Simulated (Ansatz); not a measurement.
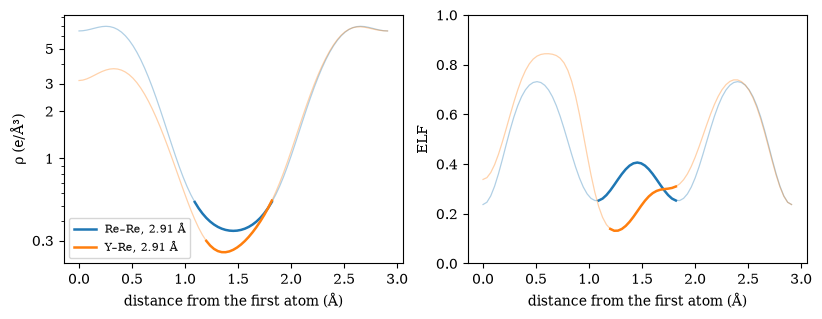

Figure 1: YRe₃. Valence electron density and electron localisation function along straight lines between neighbouring atoms. Thin, pale parts lie inside the atomic spheres.

Space group Pm-3m; started from the Cu3Au (L1_2)_221 prototype, which need not be the ambient phase; computed without spin polarisation.

Method: DFT PBE, scalar-relativistic, plane waves, PAW in Ansatz 0.2.0.

Core electrons are frozen (PAW), and the valence fields are smoothed inside the atomic spheres.

**What can be read from the curves?**

Re–Re (2.91 Å): the density is about 0.35 e/Å³ at the midpoint; the ELF is about 0.40 at the midpoint.
Y–Re (2.91 Å): the density is about 0.26 e/Å³ at the midpoint; the ELF is about 0.20 at the midpoint; no shared electron pair shows on this line.
